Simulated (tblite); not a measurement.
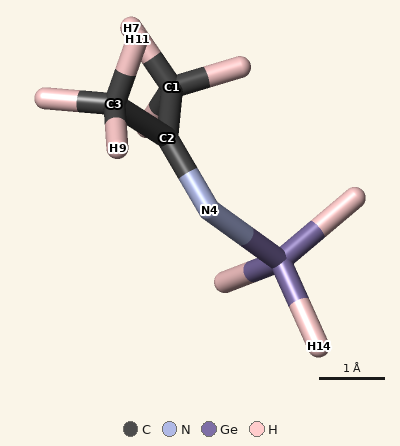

Figure 1. The input geometry (stick view, seen at a tilt; atoms are numbered from 1 in the order of the input). Sticks mark near contacts.

C3H9GeN: geometry relaxation

System: C3H9GeN.
Method: GFN2-xTB geometry optimisation, gas phase (tblite 0.8.0).

### Output
```
step      E/eV     max force
  0    -430.90865    2.273
  1    -430.99574    1.586
  2    -431.04315    0.583
  3    -431.07636    0.454
  4    -431.09429    0.333
  5    -431.09924    0.165
  6    -431.10378    0.158
  7    -431.10701    0.230
  8    -431.11030    0.169
  9    -431.11271    0.126
 10    -431.11471    0.111
 11    -431.11622    0.147
 12    -431.11758    0.124
 13    -431.11888    0.098
 14    -431.12003    0.105
 15    -431.12092    0.098
 16    -431.12162    0.091
 17    -431.12228    0.093
 18    -431.12304    0.098
 19    -431.12389    0.081
 20    -431.12478    0.077
 21    -431.12578    0.092
 22    -431.12702    0.128
 23    -431.12853    0.128
 24    -431.12992    0.118
 25    -431.13075    0.065
 26    -431.13114    0.053
 27    -431.13143    0.064
 28    -431.13174    0.055
 29    -431.13199    0.042
 30    -431.13212    0.023
 31    -431.13219    0.020
 32    -431.13226    0.025
 33    -431.13234    0.028
 34    -431.13241    0.025
 35    -431.13246    0.016
 36    -431.13249    0.016
 37    -431.13252    0.017
 38    -431.13254    0.013
 39    -431.13255    0.010
 40    -431.13255    0.005
 41    -431.13255    0.004
 42    -431.13255    0.002
 43    -431.04596    1.281
 44    -431.10678    0.755
 45    -431.12734    0.448
 46    -431.13077    0.284
 47    -431.13274    0.120
 48    -431.13330    0.061
 49    -431.13352    0.042
 50    -431.13366    0.036
 51    -431.13375    0.023
 52    -431.13380    0.022
 53    -431.13384    0.017
 54    -431.13387    0.021
 55    -431.13389    0.017
 56    -431.13391    0.010
 57    -431.13393    0.015
 58    -431.13395    0.016
 59    -431.13398    0.017
 60    -431.13401    0.017
 61    -431.13404    0.015
 62    -431.13406    0.016
 63    -431.13409    0.015
 64    -431.13411    0.009
 65    -431.13412    0.008
 66    -431.13413    0.009
 67    -431.13414    0.012
 68    -431.13416    0.013
 69    -431.13417    0.009
 70    -431.13419    0.010
 71    -431.13420    0.014
 72    -431.13423    0.016
 73    -431.13425    0.013
 74    -431.13428    0.015
 75    -431.13431    0.019
 76    -431.13433    0.016
 77    -431.13436    0.014
 78    -431.13438    0.011
 79    -431.13439    0.008
 80    -431.13440    0.012
 81    -431.13441    0.012
 82    -431.13442    0.007
 83    -431.13443    0.009
 84    -431.13444    0.009
 85    -431.13445    0.016
 86    -431.13447    0.018
 87    -431.13449    0.014
 88    -431.13452    0.013
 89    -431.13454    0.016
 90    -431.13458    0.019
 91    -431.13464    0.028
 92    -431.13471    0.029
 93    -431.13478    0.022
 94    -431.13484    0.023
 95    -431.13493    0.029
 96    -431.13508    0.053
 97    -431.13533    0.098
 98    -431.13450    0.217
 99    -431.13586    0.080
100    -431.13616    0.060
101    -431.13635    0.153
102    -431.13689    0.028
103    -431.13709    0.029
104    -431.13617    0.216
105    -431.13745    0.028
106    -431.13764    0.032
107    -431.13714    0.188
108    -431.13811    0.028
109    -431.13830    0.033
110    -431.13847    0.114
111    -431.13874    0.040
112    -431.13886    0.035
113    -431.13918    0.049
114    -431.13933    0.027
115    -431.13948    0.022
116    -431.13958    0.022
117    -431.13969    0.037
118    -431.13979    0.045
119    -431.13992    0.041
120    -431.14006    0.035
121    -431.14013    0.029
122    -431.14019    0.025
123    -431.14030    0.020
124    -431.14041    0.021
125    -431.14050    0.025
126    -431.13988    0.126
127    -431.14054    0.016
128    -431.14057    0.014
129    -431.14058    0.050
130    -431.14067    0.012
131    -431.14069    0.011
132    -431.14074    0.015
133    -431.14076    0.015
134    -431.14079    0.016
135    -431.14081    0.018
136    -431.14086    0.017
137    -431.14090    0.015
138    -431.14094    0.020
139    -431.14100    0.027
140    -431.14106    0.028
141    -431.14113    0.028
142    -431.14123    0.031
143    -431.14143    0.034
144    -431.14185    0.050
145    -431.14236    0.063
146    -431.13713    0.349
147    -431.14107    0.147
148    -431.13824    0.265
149    -431.14322    0.074
150    -431.14366    0.055
151    -431.14392    0.045
152    -431.14448    0.091
153    -431.14508    0.088
154    -431.14663    0.072
155    -431.14732    0.056
156    -431.14753    0.121
157    -431.14850    0.053
158    -431.14914    0.054
159    -431.15049    0.098
160    -431.15146    0.079
161    -431.15346    0.091
162    -431.15535    0.083
163    -431.15603    0.097
164    -431.15713    0.111
165    -431.15822    0.087
166    -431.15996    0.078
167    -431.16073    0.071
168    -431.16149    0.094
169    -431.16225    0.086
170    -431.16334    0.075
171    -431.16449    0.077
172    -431.16543    0.069
173    -431.16604    0.087
174    -431.16679    0.068
175    -431.16731    0.042
176    -431.16763    0.044
177    -431.16801    0.042
178    -431.16829    0.035
179    -431.16850    0.033
180    -431.16864    0.026
181    -431.16873    0.027
182    -431.16880    0.027
183    -431.16889    0.029
184    -431.16902    0.038
185    -431.16916    0.032
186    -431.16924    0.017
187    -431.16928    0.016
188    -431.16931    0.016
189    -431.16934    0.017
190    -431.16938    0.017
191    -431.16941    0.019
192    -431.16944    0.015
193    -431.16947    0.014
194    -431.16951    0.016
195    -431.16956    0.021
196    -431.16962    0.025
197    -431.16970    0.025
198    -431.16981    0.027
199    -431.16993    0.027
200    -431.17004    0.019
201    -431.17010    0.017
202    -431.17013    0.016
203    -431.17016    0.013
204    -431.17019    0.017
205    -431.17022    0.015
206    -431.17026    0.015
207    -431.17029    0.015
208    -431.17032    0.013
209    -431.17035    0.013
210    -431.17037    0.010
211    -431.17038    0.007
212    -431.17039    0.007
213    -431.17040    0.006
214    -431.17041    0.007
215    -431.17042    0.008
216    -431.17043    0.007
217    -431.17044    0.009
218    -431.17045    0.012
219    -431.17047    0.014
220    -431.17049    0.015
221    -431.17051    0.012
222    -431.17054    0.013
223    -431.17055    0.012
224    -431.17057    0.010
225    -431.17059    0.013
226    -431.17062    0.012
227    -431.17064    0.010
228    -431.17065    0.007
229    -431.17066    0.007
230    -431.17066    0.008
231    -431.17067    0.009
232    -431.17068    0.010
233    -431.17069    0.008
234    -431.17070    0.007
235    -431.17071    0.009
236    -431.17072    0.013
237    -431.17075    0.015
238    -431.17077    0.014
239    -431.17079    0.014
240    -431.17082    0.020
241    -431.17086    0.025
242    -431.17091    0.030
243    -431.17098    0.032
244    -431.17103    0.025
245    -431.17106    0.013
246    -431.17108    0.016
247    -431.17111    0.018
248    -431.17114    0.014
249    -431.17118    0.014
250    -431.17119    0.010
251    -431.17120    0.006
252    -431.17120    0.005
253    -431.17121    0.005
254    -431.17121    0.005
255    -431.17122    0.005
256    -431.17122    0.004
257    -431.17122    0.005
258    -431.17122    0.005
259    -431.17123    0.003
260    -431.17123    0.003
261    -431.17123    0.003
```

### Trajectory as extended XYZ (Å, eV, eV/Å), 7 of the 12 frames kept, from step=0 to step=261
```
14
Properties=species:S:1:pos:R:3:forces:R:3 step=0 energy=-430.90865
C    -0.2987    1.2596    0.3522   -1.0250   0.6450   0.2300
C    -0.5789   -0.1565   -0.0769    2.0040  -1.0710  -0.0600
C    -1.9849   -0.6148   -0.2409   -0.7920  -0.0860  -0.2360
N     0.3781   -0.9992   -0.2887   -0.7660   0.9300   0.2620
Ge    2.1913   -0.6282   -0.1028   -0.0760  -0.0120  -0.0790
H     0.2905    1.7789   -0.4251   -0.1120  -0.3300   0.4560
H    -1.2582    1.8234    0.4791    0.7420  -0.3740  -0.0420
H     0.2442    1.2807    1.3242   -0.2420  -0.0830  -0.7730
H    -2.0339   -1.6808   -0.5529    0.1520   0.7640   0.2290
H    -2.4904    0.0054   -1.0200    0.3100  -0.4110   0.5960
H    -2.5467   -0.4976    0.7116    0.3600  -0.0050  -0.5990
H     2.5734    0.5108   -1.0853   -0.0160  -0.3970   0.4190
H     2.4916   -0.1878    1.3554   -0.0030  -0.1430  -0.5780
H     3.0218   -1.8946   -0.4520   -0.5370   0.5730   0.1750
14
Properties=species:S:1:pos:R:3:forces:R:3 step=47 energy=-431.13274
C    -0.3947    1.3110    0.3596   -0.0360  -0.0310  -0.0140
C    -0.5363   -0.1253   -0.0569   -0.0720  -0.0480  -0.0070
C    -1.9387   -0.6160   -0.2616   -0.0200   0.0020  -0.0070
N     0.4228   -0.9151   -0.2586    0.0920  -0.0750   0.0180
Ge    2.2109   -0.6409   -0.1058   -0.0120   0.0070  -0.0140
H    -0.0661    1.8820   -0.5093    0.0060   0.0360   0.0290
H    -1.3333    1.7210    0.7216    0.0100   0.0340   0.0220
H     0.3750    1.3920    1.1273   -0.0250   0.0330  -0.0220
H    -1.9317   -1.6403   -0.6254    0.0110   0.0400   0.0060
H    -2.4553    0.0234   -0.9758    0.0090   0.0000  -0.0090
H    -2.4862   -0.5739    0.6791    0.0210   0.0060   0.0090
H     2.6975    0.3828   -1.0864    0.0220   0.0110   0.0030
H     2.6279   -0.2058    1.2709    0.0000  -0.0120  -0.0270
H     2.8102   -1.9665   -0.4247   -0.0060  -0.0030   0.0140
14
Properties=species:S:1:pos:R:3:forces:R:3 step=94 energy=-431.13484
C    -0.4165    1.3214    0.3658    0.0030   0.0000  -0.0020
C    -0.5342   -0.1170   -0.0557   -0.0020   0.0080   0.0100
C    -1.9315   -0.6144   -0.2766    0.0020   0.0060   0.0040
N     0.4343   -0.8990   -0.2450   -0.0150  -0.0130  -0.0120
Ge    2.2234   -0.6510   -0.0994    0.0070  -0.0110  -0.0040
H    -0.1805    1.9185   -0.5153   -0.0110   0.0100   0.0000
H    -1.3377    1.6941    0.8062    0.0020  -0.0030  -0.0030
H     0.4057    1.4321    1.0719    0.0000   0.0040   0.0000
H    -1.9136   -1.6335   -0.6507   -0.0010  -0.0030   0.0030
H    -2.4497    0.0274   -0.9867    0.0130   0.0150  -0.0110
H    -2.4812   -0.5840    0.6628   -0.0030  -0.0120   0.0100
H     2.7415    0.3444   -1.0938   -0.0070  -0.0080  -0.0060
H     2.6662   -0.2080    1.2655   -0.0090  -0.0040   0.0050
H     2.7757   -2.0026   -0.3950    0.0200   0.0110   0.0050
14
Properties=species:S:1:pos:R:3:forces:R:3 step=142 energy=-431.14123
C    -0.4386    1.3317    0.3976   -0.0060  -0.0120  -0.0040
C    -0.5207   -0.0908   -0.0804    0.0060  -0.0100  -0.0090
C    -1.9117   -0.5826   -0.3604   -0.0070   0.0100   0.0000
N     0.4492   -0.8710   -0.2637    0.0190   0.0020  -0.0010
Ge    2.2391   -0.6882   -0.0502    0.0160   0.0070  -0.0030
H    -0.7622    1.9978   -0.4013    0.0070   0.0020  -0.0040
H    -1.0976    1.4879    1.2499    0.0040  -0.0140   0.0020
H     0.5848    1.5805    0.6730   -0.0090   0.0000   0.0090
H    -1.8794   -1.5719   -0.8072    0.0130   0.0080   0.0110
H    -2.4269    0.1040   -1.0285   -0.0060   0.0090  -0.0130
H    -2.4754   -0.6303    0.5699   -0.0030  -0.0020   0.0090
H     2.8261    0.1205   -1.1662   -0.0170  -0.0060   0.0010
H     2.6703   -0.0705    1.2532   -0.0010  -0.0130  -0.0170
H     2.7450   -2.0886   -0.1318   -0.0160   0.0180   0.0190
14
Properties=species:S:1:pos:R:3:forces:R:3 step=166 energy=-431.15996
C    -0.5017    1.2828    0.5997    0.0160  -0.0050   0.0010
C    -0.5073   -0.0250   -0.1422   -0.0080  -0.0210   0.0270
C    -1.8744   -0.5281   -0.5072   -0.0090  -0.0120  -0.0050
N     0.4997   -0.7169   -0.4368   -0.0190  -0.0200   0.0730
Ge    2.2675   -0.6663   -0.1092   -0.0100  -0.0140  -0.0180
H    -1.1459    2.0067    0.1037    0.0120  -0.0190   0.0030
H    -0.8853    1.1224    1.6070   -0.0030   0.0110  -0.0100
H     0.5087    1.6793    0.6672    0.0160   0.0060   0.0030
H    -1.8029   -1.5315   -0.9142   -0.0110  -0.0190  -0.0270
H    -2.3431    0.1233   -1.2425    0.0420   0.0300  -0.0060
H    -2.5056   -0.5377    0.3796   -0.0130  -0.0080  -0.0070
H     2.9186   -0.5883   -1.4484    0.0000   0.0260   0.0030
H     2.8212    0.4088    0.7972    0.0160  -0.0030  -0.0360
H     2.5525   -2.0011    0.5000   -0.0270   0.0480  -0.0020
14
Properties=species:S:1:pos:R:3:forces:R:3 step=213 energy=-431.17040
C    -0.5041    1.2475    0.6600   -0.0010   0.0020   0.0000
C    -0.5141   -0.0520   -0.0948    0.0010   0.0030  -0.0050
C    -1.8766   -0.5198   -0.5198    0.0000  -0.0020  -0.0010
N     0.4918   -0.7467   -0.3849   -0.0020  -0.0010   0.0010
Ge    2.2696   -0.6496   -0.1416    0.0060   0.0000   0.0010
H    -1.0471    2.0095    0.1041   -0.0020  -0.0010   0.0020
H    -1.0010    1.1121    1.6197   -0.0020   0.0050   0.0010
H     0.5165    1.5819    0.8331    0.0020  -0.0010  -0.0010
H    -1.8174   -1.5226   -0.9319    0.0030  -0.0010  -0.0030
H    -2.2709    0.1528   -1.2802    0.0010   0.0020   0.0060
H    -2.5612   -0.5089    0.3259    0.0010  -0.0040   0.0000
H     2.8344   -0.6968   -1.5206   -0.0030   0.0000  -0.0030
H     2.8714    0.5242    0.5952   -0.0010   0.0020  -0.0010
H     2.6106   -1.9030    0.5895   -0.0030  -0.0040   0.0020
14
Properties=species:S:1:pos:R:3:forces:R:3 step=261 energy=-431.17123
C    -0.5038    1.2595    0.6434   -0.0010   0.0000   0.0000
C    -0.5138   -0.0499   -0.0941    0.0000   0.0000  -0.0010
C    -1.8763   -0.5291   -0.5061    0.0000   0.0000   0.0000
N     0.4924   -0.7458   -0.3796    0.0010   0.0000   0.0000
Ge    2.2706   -0.6519   -0.1401    0.0010   0.0010   0.0010
H    -0.9540    2.0358    0.0268    0.0010  -0.0010   0.0010
H    -1.0910    1.1733    1.5563    0.0010   0.0010  -0.0010
H     0.5143    1.5470    0.8973   -0.0030   0.0000   0.0000
H    -1.7974   -1.4791   -1.0258    0.0010   0.0000   0.0000
H    -2.3448    0.2034   -1.1610   -0.0010   0.0000   0.0010
H    -2.5092   -0.6481    0.3714   -0.0010   0.0010   0.0000
H     2.8303   -0.7144   -1.5205    0.0000   0.0010   0.0000
H     2.8779    0.5276    0.5834   -0.0010  -0.0010  -0.0020
H     2.6071   -1.9001    0.6025    0.0000  -0.0010   0.0010
```

The run was set up as follows.

### The input
```
{"job": {"xc": "GFN2-xTB", "basis": "xTB", "kind": "relax"}, "charge": 0, "multiplicity": 1}
C     -0.298700     1.259600     0.352200
C     -0.578900    -0.156500    -0.076900
C     -1.984900    -0.614800    -0.240900
N      0.378100    -0.999200    -0.288700
Ge     2.191300    -0.628200    -0.102800
H      0.290500     1.778900    -0.425100
H     -1.258200     1.823400     0.479100
H      0.244200     1.280700     1.324200
H     -2.033900    -1.680800    -0.552900
H     -2.490400     0.005400    -1.020000
H     -2.546700    -0.497600     0.711600
H      2.573400     0.510800    -1.085300
H      2.491600    -0.187800     1.355400
H      3.021800    -1.894600    -0.452000
```

The first line tells a small driver script what to run in tblite; the rest is the geometry in Å.

Launched with:
```bash
OMP_NUM_THREADS=1 python <driver script> task.json out
```

### Summary

| quantity | value |
| --- | --- |
| outcome | converged |
| total energy | −431.1712 eV |
| hardware | 1 CPU thread, shared host |
| wall time | 0.88 s |
| peak memory | 0.18 GiB |
